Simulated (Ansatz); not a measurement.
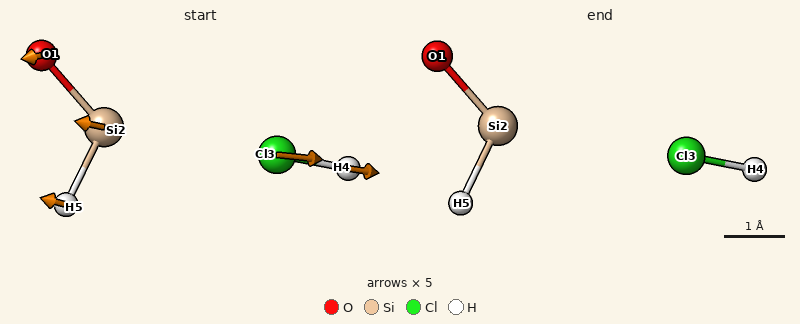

The structure of SiH2OCl (charge −1) before (left) and after (right) a relaxation, at one scale. The orange arrows give the displacements, magnified 5 times.

The picture is a ball-and-stick view, seen at a tilt.

It is one of the separated reactants of a reaction.

Method: RKS PBE0-D4/def2-TZVPD (Ansatz).

The input:
```yaml
crystal:
  periodic: [false, false, false]
  atoms:
    - {symbol: O, position_ang: [1.476497, 0.523172, 2.128275]}
    - {symbol: Si, position_ang: [0.697665, 0.628407, 0.724985]}
    - {symbol: Cl, position_ang: [-1.048337, -1.341279, -1.254832]}
    - {symbol: H, position_ang: [-1.775796, -2.116572, -2.091054]}
    - {symbol: H, position_ang: [0.874358, 2.168206, 0.233119]}
basis:
  gaussian: {orbitals: def2-TZVPD}
total_charge: -1
hamiltonian: {xc: pbe0, dispersion: d4}
relax: {f_tol: 0.005, max_steps: 200}
```

Command:
```bash
ansatz run in.yaml --threads 2 --pin off --events-out ev --progress --plain --max-ram 4352MiB
```

> What changed between the two?

Over 8 geometry steps the energy falls by 0.086 eV. The largest force component goes from 1.6 to 0.0047 eV/Å. The forces were under the threshold at step 6, but the run went on from there. The atom that moves furthest after the best rigid fit is Cl3 (0.18 Å). Largest moves by element: Cl 0.18 Å, H 0.12 Å, Si 0.12 Å, O 0.09 Å. Some distances before and after: Si2–Cl3 3.294 → 3.587 Å, Cl3–H4 1.353 → 1.297 Å, O1–Si2 1.608 → 1.562 Å, Si2–H5 1.626 → 1.615 Å.

Limits of the set-up: the start holds two separate molecules, 3.3 Å apart at their closest, whose relative position is a soft coordinate.
